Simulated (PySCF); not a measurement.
**SiH2(NHiPr)2: geometry, NMR shifts, electronic excitations and core binding energies**

Aim: predict the NMR shifts, electronic excitations and core binding energies of SiH2(NHiPr)2 (`[H][Si]([H])(NC(C)C)NC(C)C`).

The runs use PySCF 2.14.0, with density-fitted response routines of our own; the level of theory stands in each step. All values are computed, except where a source is named. Atoms count from 0, in the outputs and in this text.

## (1) Starting geometry

27 atoms, charge 0, multiplicity 1; geometry from: GFN2-xTB. The atoms were then displaced at random by about 0.03 Å, so the start is not that level's minimum.

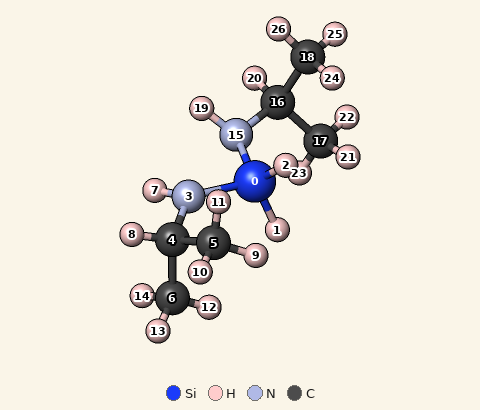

As it starts; silicon blue, hydrogen pink, nitrogen light blue, carbon dark grey, atoms numbered.

## (2) Relaxing the molecule at PBE0-D3(BJ)/def2-SVP

What the job is given:

```
{"job": {"xc": "PBE0", "basis": "def2-SVP", "d3": "d3bj", "grid": 1, "maxiter": 40, "shake": 0.03, "kind": "geom"}, "charge": 0, "multiplicity": 1}
Si     0.236500    -0.076760     0.125770
H      0.283010     0.464790     1.493810
H      1.433570    -0.483640    -0.361900
N     -0.272320     1.154870    -1.057080
C      0.232790     2.417300    -1.305420
C      1.732150     2.304680    -1.479810
C     -0.022980     3.420100    -0.140320
H     -1.330830     1.240530    -1.127180
H     -0.194230     2.858100    -2.145150
H      2.209900     1.990250    -0.510700
H      2.144180     3.224700    -1.778510
H      1.962230     1.530950    -2.199730
H      0.298360     3.089340     0.755870
H      0.320060     4.410640    -0.346530
H     -1.138310     3.502240     0.001450
N     -1.106150    -1.108630     0.108240
C     -1.054520    -2.405820     0.733920
C     -0.664560    -2.271140     2.212630
C     -0.144790    -3.448900     0.023260
H     -1.647320    -1.208220    -0.791290
H     -2.131870    -2.845670     0.693150
H      0.428750    -2.052890     2.225340
H     -0.743710    -3.197080     2.656210
H     -1.257340    -1.518570     2.661210
H      0.930790    -3.090870     0.052690
H     -0.204670    -4.359530     0.493200
H     -0.451260    -3.586380    -0.972730
```

The run is started by

```bash
OMP_NUM_THREADS=1 python probes_run.py task.json out
```

This one command runs all jobs of the session in turn.

**Question.** This job is followed by: GIAO PBE0/pcSseg-1 NMR shielding, non-relativistic, gas phase; TDDFT CAM-B3LYP/def2-SVPD, vertical, gas phase, core orbitals frozen in the response; GIAO KT2/pcSseg-1 NMR shielding, non-relativistic, gas phase; delta-SCF UKS SCAN, pcX-2 on the ionised atom (unc-x2c-TZVPall on a metal), pcseg-1 elsewhere, spin-free X2C. What will the session give for the following? point group; rotational constants (main isotopes); 13C shifts against TMS (PBE0/pcSseg-1, means over atoms taken as alike); 1H shifts against TMS (PBE0/pcSseg-1, means over atoms taken as alike); 29Si shifts against TMS (PBE0/pcSseg-1); 15N shifts against NH3 (PBE0/pcSseg-1, means over atoms taken as alike); surface potential, least and greatest; lowest singlet (CAM-B3LYP/def2-SVPD); brightest single state of those computed; lowest triplet; C1s binding energies, SCAN/pcX-2; Si1s binding energies, SCAN/pcX-2; Si2p binding energies, SCAN/pcX-2; N1s binding energies, SCAN/pcX-2; range of the shift of N3.

**Answer**, as computed:

| quantity | value |
| --- | --- |
| point group | C2 |
| rotational constants (main isotopes) | 3.24, 0.53, 0.50 GHz |
| 13C shifts against TMS (PBE0/pcSseg-1, means over atoms taken as alike) | 46.9, 28.1 ppm |
| 1H shifts against TMS (PBE0/pcSseg-1, means over atoms taken as alike) | 5.25, 3.06, 1.14, -0.01 ppm |
| 29Si shifts against TMS (PBE0/pcSseg-1) | -53.5 ppm |
| 15N shifts against NH3 (PBE0/pcSseg-1, means over atoms taken as alike) | 53.8 ppm |
| surface potential, least and greatest | -0.95 V and 1.17 V |
| lowest singlet (CAM-B3LYP/def2-SVPD) | 6.15 eV (202 nm), f = 0.001 |
| brightest single state of those computed | state 7, 7.26 eV, f = 0.030 |
| lowest triplet | 5.93 eV |
| C1s binding energies, SCAN/pcX-2 | C4 291.33, C5 290.35 eV |
| Si1s binding energies, SCAN/pcX-2 | Si0 1846.41 eV |
| Si2p binding energies, SCAN/pcX-2 | Si0 106.65 eV |
| N1s binding energies, SCAN/pcX-2 | N3 403.85 eV |
| range of the shift of N3 | 53.8 to 59.7 ppm |

What this shows: The start was shaken at random, so part of the energy gained undoes that. The optimisation took 11 steps and gained 1.537 eV; among the close pairs (by a distance rule), Si0–H2 changed most, from 1.355 to 1.500 Å. No frequency check was run at this level, so the end point may be a saddle. At PBE0/pcSseg-1: Shielding is most anisotropic at N3, N15 (span 96 ppm, paramagnetic term -117 ppm). The first singlet state (HOMO−1→LUMO 0.36, HOMO→LUMO+1 0.17) lies at 6.15 eV and is dark; of the 10 states computed, the strongest absorption comes from states 7 to 8 together at 7.26 eV. The lowest triplet lies 0.22 eV below the lowest singlet (triplets in Tamm-Dancoff, singlets in full TDDFT). The C1s levels kept as sound span 0.98 eV, from C5 (carbon bonded to C, 3 H) up to C4 (carbon bonded to 2 C, N, H). Across the 2 runs the shift of N3 (with its like atoms) moves most, between 53.8 (PBE0/pcSseg-1) and 59.7 ppm (KT2/pcSseg-1).
